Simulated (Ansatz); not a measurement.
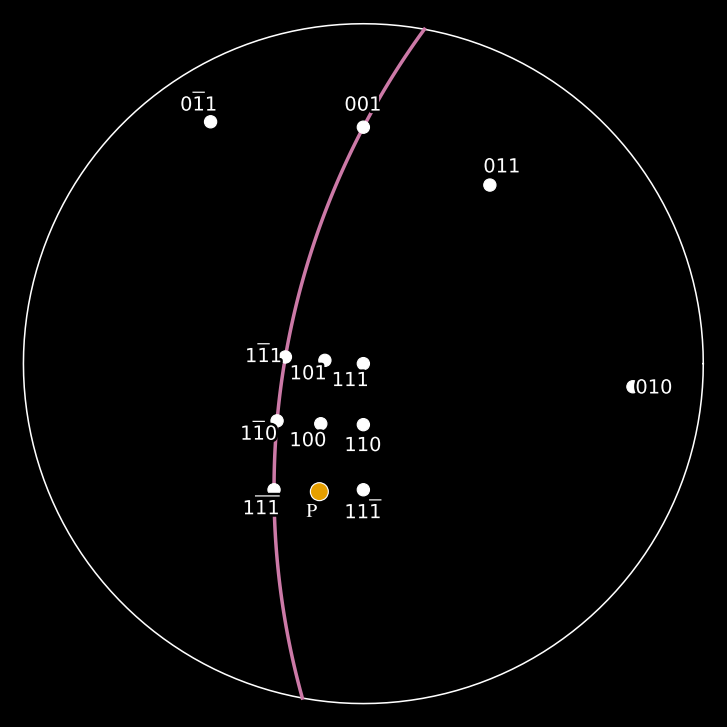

For CsLuCuSe3, coordinates from a relaxation (final pressure about 2.3 GPa) with DFT, PAW plane waves, pbe in Ansatz; the starting structure was generated, so it need not be a known form of this composition: stereographic projection of plane normals (upper hemisphere) centred on (1 1 1). Symmetry computed with spglib at a tolerance of 0.002 Å; standard conventional cell.

a = 3.936 Å, b = 15.974 Å, c = 10.301 Å, α = 90.00°, β = 90.00°, γ = 90.00°.

### Index the pole marked P.

P is (1 0 −1), 43.4° from the centre.

### Which zone does the coloured great circle trace?

The zone [1 1 0]: its poles satisfy h + k = 0.

### What is the angle between the normals of (1 0 1) and (1 −1 −1), and what are their d_hkl = 1/|g|?

43.4°; d = 3.676 Å and 3.583 Å.
